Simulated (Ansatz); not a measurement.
Converging the k-point mesh at a smearing width of 0.02 eV: NbTc (Cmm2, 2 atoms in the cell)

```
CELL_PARAMETERS angstrom
      1.60130    -2.30988     0.00000
      1.60130     2.30988     0.00000
      0.00000     0.00000     4.43654
ATOMIC_POSITIONS crystal
  Nb 0.00000 0.00000 0.01127
  Tc 0.50000 0.50000 0.50000
```

Method: LDA (PW92), default PAW files made with PBE (plane waves; Ansatz, an electronic-structure program).

Base settings: basis.ecutwfc = 36.7 Ry; kpoints.mp_grid.grid = 12 12 8; hamiltonian.xc = lda; hamiltonian.pseudopotentials = {kind: paw} (the program's default PAW files); scf.occupations.method = gaussian; scf.occupations.width = 0.0073 Ry.

In this ladder: scf.occupations.width = 0.0015 Ry.

Only quantities that move along the ladder and can be compared are tabulated.

The count of work is k-points × plane waves × bands × iterations; it is no time. 

The starting cell comes from a database of computed structures (which also holds hypothetical and non-ambient phases and stackings), without a prior relaxation at this level. Its lattice was rescaled by up to half a per cent. One atom was moved a little off its site on purpose. Spin polarisation is off. In the base run, with a pressure of about -15 GPa the cell is away from its equilibrium volume at this level. Ansatz's pressure includes its estimate of the finite-basis (Pulay) stress. The cutoff lies below the one recommended for these files.

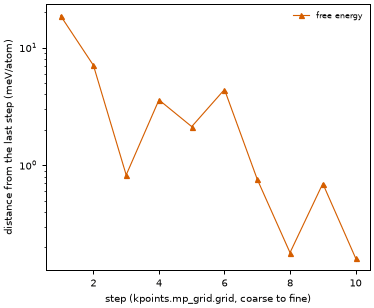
Figure. Distance from the last step along the ladder; very small values are drawn at a floor.

| kpoints.mp_grid.grid | free energy less the last step's (meV/atom) | pressure (GPa) | largest difference of a force vector from the last step's (eV/Å) | count of work / last |
|---|---|---|---|---|
| 4 4 3 | 18.68 | -15.05 | 0.007 | 0.0070 |
| 5 5 3 | 7.08 | -15.57 | 0.006 | 0.010 |
| 6 6 4 | 0.83 | -14.57 | 0.019 | 0.017 |
| 8 8 5 | -3.60 | -15.27 | 0.025 | 0.032 |
| 9 9 6 | -2.13 | -15.10 | 0.005 | 0.050 |
| 11 11 7 | 4.41 | -14.96 | 0.004 | 0.064 |
| 14 14 8 | 0.76 | -14.84 | 0.011 | 0.14 |
| 16 16 10 | -0.18 | -14.96 | 0.011 | 0.19 |
| 20 20 12 | -0.70 | -14.88 | 0.003 | 0.35 |
| 24 24 15 | -0.16 | -14.91 | 0.002 | 0.56 |
| 29 29 18 | 0.00 | -14.92 | 0.000 | 1.0 |

Coarsest kpoints.mp_grid.grid that holds the pressure within 0.2 GPa of the last step, with all finer ones: 9 9 6, at 0.050 of the last step's count of work; the step before is off by 0.34 GPa.

Coarsest kpoints.mp_grid.grid that holds the free energy within 5 meV/atom of the last step, with all finer ones: 6 6 4, at 0.017 of the last step's count of work; the step before is off by 7.1 meV/atom.

Keys are those of Ansatz 0.2.
